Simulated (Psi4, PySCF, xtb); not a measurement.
Approach curve of the dimer C2H6O ··· H3B (SMILES COC and B). Monomers: optimised at B3LYP-D3(BJ) (def2-TZVP), held rigid. Orientation: a random orientation, not optimised. Only R, the distance of the centres of mass, is varied, so the lowest point isn't the relaxed dimer.

Geometry at R = 4.91 Å (first 9 atoms: monomer A):
```
13

C      1.1035    -0.2818    -0.2789
O      0.1099    -0.4102     0.7121
C     -1.0913     0.2361     0.3580
H      1.3583     0.7714    -0.4581
H      0.7819    -0.7265    -1.2302
H      1.9894    -0.8060     0.0767
H     -1.7955     0.0880     1.1753
H     -0.9386     1.3134     0.2078
H     -1.5175    -0.1844    -0.5627
B     -4.4152    -0.6793     2.2468
H     -4.5466    -1.6928     1.6382
H     -5.0071     0.2965     1.9120
H     -3.6907    -0.6413     3.1894
```

- RKS-B3LYP/6-31G* = restricted B3LYP/6-31G*, spherical d, no counterpoise correction (PySCF)
- GFN1-xTB (xtb)
- RHF/STO-3G = restricted Hartree-Fock/STO-3G, no counterpoise correction run with PySCF
- RMP2/3-21G = restricted MP2 (frozen core)/3-21G, no counterpoise correction in PySCF
- SAPT0/jun-cc-pVDZ, frozen core (Psi4)

Interaction energies in kJ/mol (negative: bound); R is the distance of the centres of mass, d the H7···H13 distance.

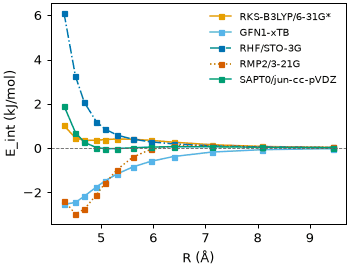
Interaction energy against separation.

| R / Å | d / Å | RKS-B3LYP/6-31G* | GFN1-xTB | RHF/STO-3G | RMP2/3-21G | SAPT0/jun-cc-pVDZ |
|---|---|---|---|---|---|---|
| 4.29 | 2.31 | 1.02 | -2.54 | 6.11 | -2.37 | 1.92 |
| 4.51 | 2.50 | 0.46 | -2.45 | 3.26 | -2.97 | 0.70 |
| 4.68 | 2.65 | 0.35 | -2.17 | 2.07 | -2.76 | 0.27 |
| 4.91 | 2.86 | 0.36 | -1.75 | 1.20 | -2.11 | 0.03 |
| 5.08 | 3.02 | 0.39 | -1.47 | 0.86 | -1.58 | -0.02 |
| 5.31 | 3.23 | 0.41 | -1.16 | 0.59 | -0.96 | -0.02 |
| 5.61 | 3.51 | 0.40 | -0.85 | 0.40 | -0.40 | 0.02 |
| 5.95 | 3.83 | 0.35 | -0.60 | 0.29 | -0.06 | 0.05 |
| 6.39 | 4.26 | 0.27 | -0.38 | 0.19 | 0.11 | 0.07 |
| 7.13 | 4.97 | 0.15 | -0.18 | 0.11 | 0.12 | 0.06 |
| 8.09 | 5.91 | 0.08 | -0.07 | 0.05 | 0.07 | 0.04 |
| 9.44 | 7.24 | 0.03 | -0.02 | 0.02 | 0.03 | 0.02 |

Lowest grid point: RKS-B3LYP/6-31G* 0.03 kJ/mol at R = 9.44 Å; GFN1-xTB -2.54 kJ/mol at R = 4.29 Å; RHF/STO-3G 0.02 kJ/mol at R = 9.44 Å; RMP2/3-21G -2.97 kJ/mol at R = 4.51 Å; SAPT0/jun-cc-pVDZ -0.02 kJ/mol at R = 5.08 Å.
